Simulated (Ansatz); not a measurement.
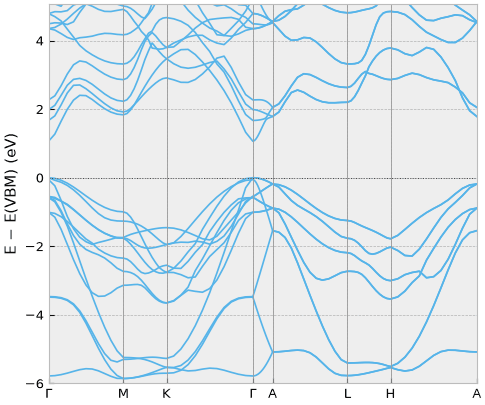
Band structure from DFT-r²SCAN in the program Ansatz with PAW potentials

### Question
Read off the gap and where the band edges lie.

### Answer
About 1.1 eV (1.07 eV by a search for the band edges); maximum at Γ, minimum at Γ.

The material is InP in space group P6_3mc (No. 186; In on 2b, P on 2b, In on 2a, P on 2a).

The start of the workflow was typed in or built on a structure type; the Crystallography Open Database copy checked does not list it. It is not the phase usual at ambient conditions (space group No. 216). The cell was relaxed with r²SCAN under the symmetry of its start; whether a distortion lowers the energy is not shown. Scalar-relativistic: spin–orbit coupling is off unless named, which matters more the heavier the elements.

Potentials: the later of the program's two PAW sets.
